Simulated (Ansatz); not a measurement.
**C$_{6}$H$_{3}$ClZr (SMILES C#[C][Zr]([Cl])([C]#C)[C]#C): density, localisation and related maps**

Input file:

```
crystal:
  periodic: [false, false, false]
  atoms:
    - {symbol: C, position_ang: [2.868767, -0.642702, -1.269723]}
    - {symbol: C, position_ang: [1.893299, -0.156638, -0.729796]}
    - {symbol: Zr, position_ang: [0.141081, 0.676405, 0.226103]}
    - {symbol: Cl, position_ang: [0.591307, 2.839576, 0.950939]}
    - {symbol: C, position_ang: [-0.402998, -0.563577, 1.912581]}
    - {symbol: C, position_ang: [-0.711247, -1.276215, 2.848778]}
    - {symbol: C, position_ang: [-1.493280, 0.702865, -1.190269]}
    - {symbol: C, position_ang: [-2.411728, 0.699142, -1.987621]}
    - {symbol: H, position_ang: [3.724425, -1.070454, -1.743418]}
    - {symbol: H, position_ang: [-0.981626, -1.902826, 3.669620]}
    - {symbol: H, position_ang: [-3.218010, 0.694404, -2.687195]}
basis:
  gaussian: {orbitals: def2-TZVPP}
hamiltonian: {xc: pbe0, dispersion: d4}
output: {orbitals: {seedname: orbitals}}
```

Command:

```sh
ansatz run in.yaml --threads 4 --pin off --events-out ev --progress --plain --max-ram 11315MiB
```

Geometry: PBE0-D4/def2-TZVP; core potentials replace the inner electrons of Zr.

Level of theory: Ansatz 0.2.0, RKS PBE0-D4/def2-TZVPP.

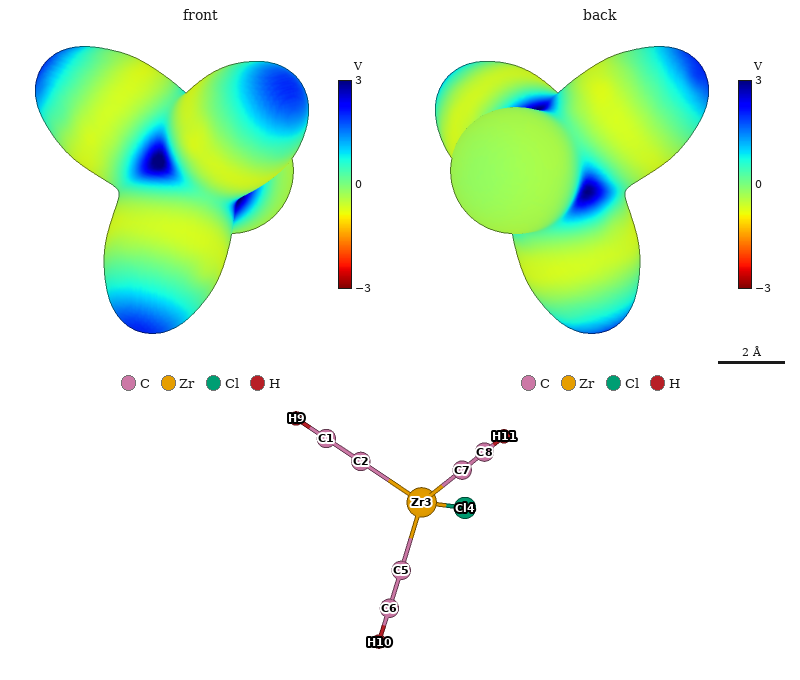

Figure 1. The molecular electrostatic potential painted on the density surface at 0.002 e/bohr³, seen from the front and from behind; red is negative and blue positive. The bare structure is drawn below in the same view.

Where is the surface potential most negative and most positive?

The most negative region (about −0.7 V, or −16 kcal/mol for a unit charge) lies over the C atoms, the most positive (about +2.9 V, or +67 kcal/mol for a unit charge) over Zr3.

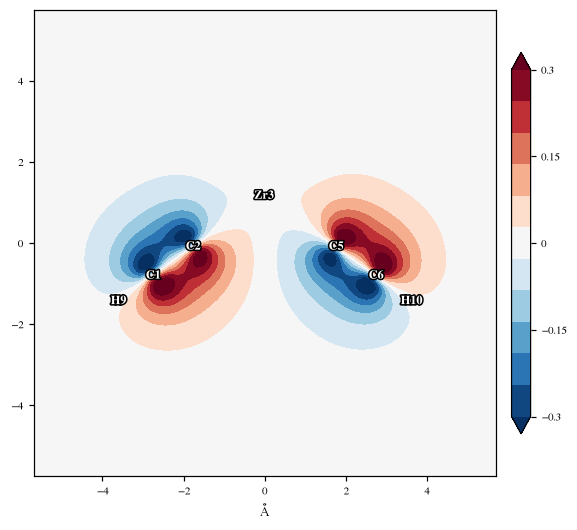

Figure 2. One frontier orbital on the plane of atoms C2, Zr3 and C5 (values in Å⁻³ᐟ²; the overall sign is arbitrary).

Which orbital is it: HOMO or LUMO?

The HOMO, at −8.30 eV. It lies mainly on C1 (about 15 %), C6 (about 15 %), C8 (about 15 %), C2 (about 15 %), C5 (about 15 %) and C7 (about 15 %).

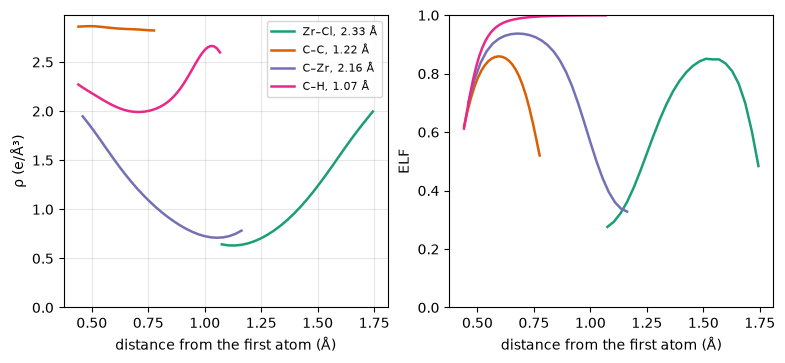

Figure 3. Electron density and electron localisation function along straight lines between neighbouring atoms. The curves leave out the atomic cores.

Compare the contacts.

Zr–Cl (2.33 Å): the density is about 0.64 e/Å³ at the midpoint; the ELF peaks at about 0.85 in the valence shell of Cl, 0.8 Å from its nucleus, and is about 0.35 at the midpoint.
C–C (1.22 Å): ρ at the midpoint is about 2.8 e/Å³; the ELF peaks at about 0.85 between the atoms: a multiple bond.
C–Zr (2.16 Å): ρ is about 0.71 e/Å³ halfway; the ELF peaks at about 0.95 in the valence shell of C, 0.7 Å from its nucleus, and is about 0.40 at the midpoint.
C–H (1.07 Å): the density is about 2.1 e/Å³ at the midpoint; the ELF climbs to about 1 towards the hydrogen, as it does in any bond to H: an ordinary covalent bond to hydrogen.
